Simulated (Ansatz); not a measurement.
# How amorphous polythiophene with methane (capped chains of 7 units) changes with temperature

How do cells made at different temperatures differ in energy, pressure, forces, levels, charges and cost?

Computed with Ansatz 0.2.0: Kohn-Sham DFT, r2SCAN+D4, PAW (set soft_2). Every run is a single point, with the atoms held where the recipe put them (cutoff of the plane-wave runs 500 eV, fermi-dirac smearing of 0.025 eV).

First member: 4 polythiophene chains of 7 units with methyl end groups, 6 methane placed at random, at 1.28 g/cm³; overlaps pushed apart, then 20 ps at 800 K with MMFF94 bonds, angles, torsions, charges and radii (Halgren, J. Comput. Chem. 17, 490 (1996)) in harmonic and 12-6 forms. Snapshot after 30 ps at 260 K and fixed volume.

Last member: 4 polythiophene chains of 7 units with methyl end groups, 6 methane placed at random, at 1.1 g/cm³; overlaps pushed apart, then 20 ps at 800 K with MMFF94 bonds, angles, torsions, charges and radii (Halgren, J. Comput. Chem. 17, 490 (1996)) in harmonic and 12-6 forms. Snapshot after 30 ps at 440 K and fixed volume.

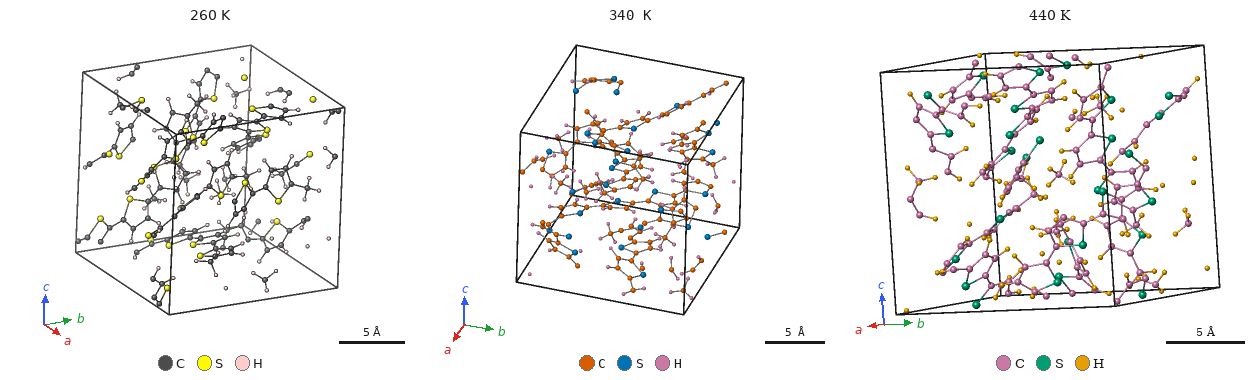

Three members of the series, labelled by temperature. Bonds to atoms that aren't drawn are left out. Some periodic images of atoms are drawn too.

The members:

```tsv
temperature (K)	reduced formula	atoms	valence electrons	k-mesh	basis	density (g/cm³)
260	H52C63S14	258	776	1×1×1	plane waves	1.28
300	H52C63S14	258	776	1×1×1	plane waves	1.24
340	H52C63S14	258	776	1×1×1	plane waves	1.20
380	H52C63S14	258	776	1×1×1	plane waves	1.16
440	H52C63S14	258	776	1×1×1	plane waves	1.10
```

Each cell is one sample from a classical run, so sample-to-sample scatter enters every column; pressures lack the kinetic term, and hold the strain of bonds inside molecules, whose lengths the classical model set.

The input of the first member, without its atom lines; other members have their own cell and atoms, and may differ in mesh, basis and outputs:

```yaml
crystal:
  lattice:
    - [14.84125, 0.0, 0.0]
    - [0.0, 14.84125, 0.0]
    - [0.0, 0.0, 14.84125]
  atoms:
    [... 258 lines ...]
kpoints:
  mp_grid: { grid: [1, 1, 1] }
hamiltonian:
  xc: r2scan
  dispersion: d4
scf:
  occupations: { method: fermi_dirac, width: 0.025 }
output:
  forces: true
  stress: true
  populations: intrinsic
  dos:
    method: { smearing: { sigma: 0.08 } }
    de: 0.1
    projected: { site_lists: { C: [C], H: [H], S: [S] } }
  eigenvalues: true
  write_density: true
  write_potential: true
  volumetric_format: npy
```

Results; charges are mean intrinsic-atomic-orbital charges in e:

```tsv
temperature (K)	energy less the first member's (meV/atom)	pressure (GPa)	r.m.s. force (eV/Å)	gap (eV)	q(S)	q(C)	q(H)
260	0.0	1.15	0.849	1.45	+0.36	-0.23	+0.18
300	5.0	1.58	0.976	1.36	+0.37	-0.24	+0.19
340	13.8	0.733	1.03	1.44	+0.35	-0.23	+0.19
380	15.6	0.476	0.994	1.50	+0.35	-0.23	+0.19
440	26.8	0.490	1.14	1.28	+0.36	-0.23	+0.19
```

The gap is that between the highest filled and lowest empty Kohn-Sham level on the run's k-points, and semilocal functionals tend to put gaps under measured ones.

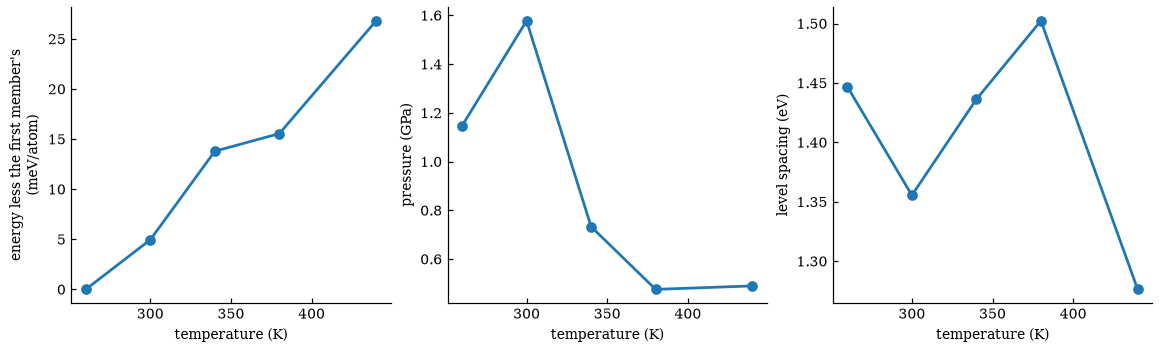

Results against temperature.

Cost on 8 threads of Arm Neoverse V2, shared host:

```tsv
temperature (K)	atoms	basis	k-mesh	SCF cycles	time	host memory (GiB)
260	258	plane waves	1×1×1	11	2 min	11
300	258	plane waves	1×1×1	11	2 min	11
340	258	plane waves	1×1×1	11	2 min	11
380	258	plane waves	1×1×1	11	2 min	11
440	258	plane waves	1×1×1	11	2 min	12
```

Times include the outputs that each run asked for, on hosts shared with other jobs.

What the series shows: The energy against the first member goes steadily from 0.0 meV/atom at 260 to 26.8 meV/atom at 440 K; each member is a single configuration. The gap is lowest at 440 K (1.28 eV) and highest at 380 K (1.5 eV), with no steady trend; in single samples it varies with the configuration. The density spans 1.10 to 1.28 g/cm³, so the columns mix its effect with that of the temperature. The pressure is lowest at 380 K (0.48 GPa) and highest at 300 K (1.6 GPa); the recipes set unlike densities, and the bond lengths of the classical model enter the pressure too. The r.m.s. force is lowest at 260 K (0.85 eV/Å) and highest at 440 K (1.1 eV/Å), rising overall but not at every step.

**Limits.** The network of contacts between molecules at the start is that of the classical potential that made the cell, and needn't be the one that DFT or experiment would give. The cells aren't relaxed by DFT, which could reorder their energies.

[Logs are printed without paths, hosts, clocks, repeated set-up lines and the standing remarks that a program may print on its own settings, such as how far it seeks lower states.]

[Hosts, paths, dates, database ids (printed as entryN), source tags and the programs' standing remarks are cut or masked in the printed files.]

[The MMFF94 radii named for the starting cell were scaled by 0.96; in molecules described by MMFF94, hydrogen bound to N, O or S took a small fixed 12-6 site in their place.]
